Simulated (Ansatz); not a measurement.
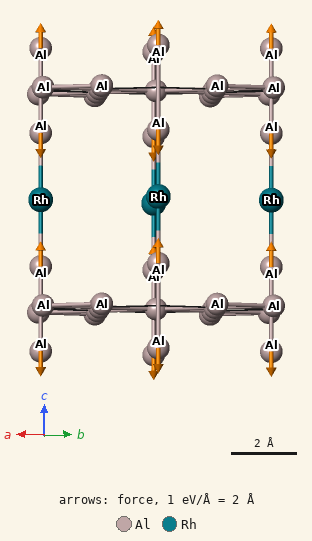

Starting geometry of crystalline Al$_{5}$Rh (a generated structure, set up in P6/mmm) (coarse preliminary run) with the computed forces as orange arrows. A ball-and-stick model of the cell of the calculation, seen from a free direction.

Computed with DFT PBE, scalar-relativistic, plane waves, PAW (Ansatz). Settings: plane-wave cutoff 420 eV; k-point mesh 6 × 6 × 4; occupations gaussian; smearing width 0.1 eV; no spin polarisation; cell and atoms relaxed; force threshold 0.04 eV/Å; at most 70 steps.

**Is this structure relaxed? If not, where do the atoms go?**

It isn't relaxed: the largest force vector, on Al atoms, is 0.40 eV/Å. Measured relative to the changing cell, the final displacements run against the starting forces (cosine between the two patterns −1.00). The largest moves relative to the cell, 0.069 Å, are those of Al atoms. Rh stays in place. Cell: a = b 4.158 → 5.184 Å (+24.7 %), c 6.822 → 7.430 Å (+8.9 %). Volume +69.3 %. Some distances before and after: Al–Al 2.079 → 2.592 Å, Al–Rh 2.086 → 2.341 Å, Al–Al 2.649 → 2.747 Å. The space group stays P6/mmm (No. 191). Over 8 accepted moves (10 points after the start) the energy falls by 1524 meV per atom. Largest force component: 0.4 eV/Å at the start, 0.0029 eV/Å at the end. Pressure: 59.41 GPa at the start and −0.06 GPa at the end. At 2 points the geometry stayed and the basis and grid were re-selected for the new cell (energy shift of 54.3 meV per atom at most each time). Cost: 51 s on 1 thread of Intel(R) Xeon(R) Processor @ 2.70GHz, on a shared host, peak memory 0.45 GiB.
